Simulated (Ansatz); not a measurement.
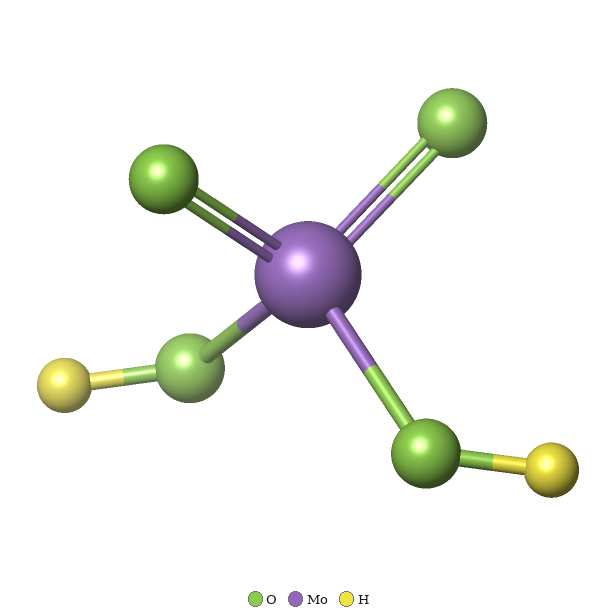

Multiple sticks mark multiple bonds (one Kekulé form).

The species is neutral and a spin singlet.

What is the molecular formula?

Answer. H₂MoO₄, 7 atoms: 2 hydrogen, 1 molybdenum and 4 oxygen.

How many sets of symmetry-equivalent atoms are there?

Answer. 4: 2 O, 1 Mo, 2 O, 2 H.

More results for the same structure follow; atom numbers are the same in all pictures, views and colours differ. The computed structure is the end point of a PBE0-D4/def2-TZVP optimisation.

### Dipole moment

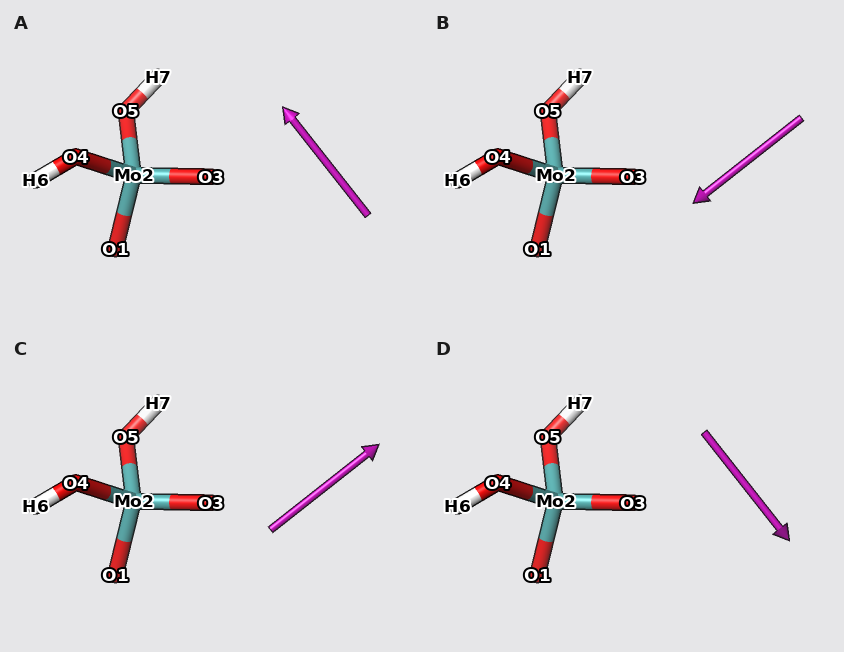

The same molecule four times, each with an arrow. Level of theory: RKS ωB97M-V/def2-TZVPP, core potentials on Mo (Ansatz 0.2.0).

Which arrow points along the dipole moment, from the negative to the positive end?

Answer. A. The dipole moment is 2.49 D; it points from the side of O1, O3 to the side of O4, O5, H6, H7 (the outermost atoms at the two ends).

### Vibrations

Harmonic vibrations computed with RKS PBE0-D4/def2-TZVP, core potentials on Mo (Ansatz 0.2.0) at a stationary point of the same level.

How many vibrational modes are there, and where do they lie?

Answer. 15 modes: 206, 231, 238, 274, 277, 307, 372, 625, 642, 741, 758, 1044, 1070, 3889, 3894 cm⁻¹.

### Levels of theory compared

Program: Ansatz 0.2.0.

Compare HOMO energy (eV), HOMO–LUMO gap (eV) at these levels: B3LYP-D4/def2-TZVPP; B97M-V/def2-TZVPP; BHLYP-D4/def2-TZVPP; CAM-B3LYP-D4/def2-TZVPP; HSE06 (plane-wave form)-D4/def2-TZVPP; PBE0-D4/def2-SVP; ωB97M-V/def2-QZVPP; ωB97M-V/def2-SVP; ωB97X-V/def2-TZVPP.

```tsv
level	HOMO energy (eV)	HOMO–LUMO gap (eV)
B3LYP-D4/def2-TZVPP	−8.93	6.52
B97M-V/def2-TZVPP	−7.97	5.18
BHLYP-D4/def2-TZVPP	−10.79	9.50
CAM-B3LYP-D4/def2-TZVPP	−10.66	9.58
HSE06 (plane-wave form)-D4/def2-TZVPP	−8.78	6.24
PBE0-D4/def2-SVP	−9.15	7.01
ωB97M-V/def2-QZVPP	−11.60	11.56
ωB97M-V/def2-SVP	−11.52	11.60
ωB97X-V/def2-TZVPP	−11.63	11.69
```

### Charges

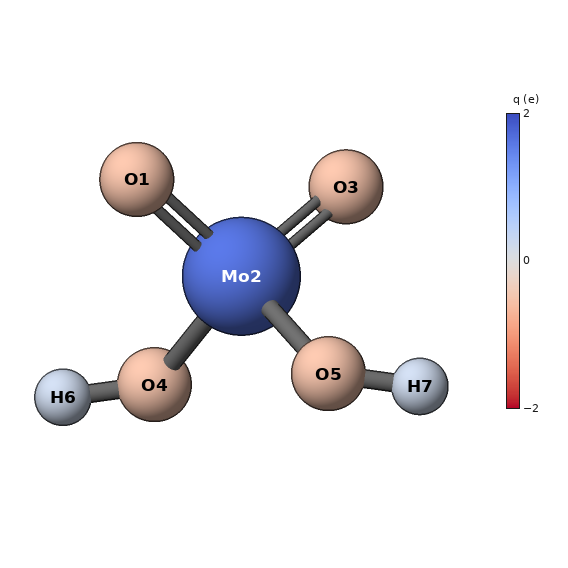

Atoms are coloured by their Mulliken charges. Properties computed with RKS B3LYP-D4/def2-TZVPP, core potentials on Mo (Ansatz 0.2.0).

List the Mulliken charges.

```tsv
atom	value (e)
O1	−0.52
Mo2	1.62
O3	−0.52
O4	−0.52
O5	−0.52
H6	0.22
H7	0.22
```

Mulliken values depend strongly on the basis set and can even reverse the polarity of a bond.
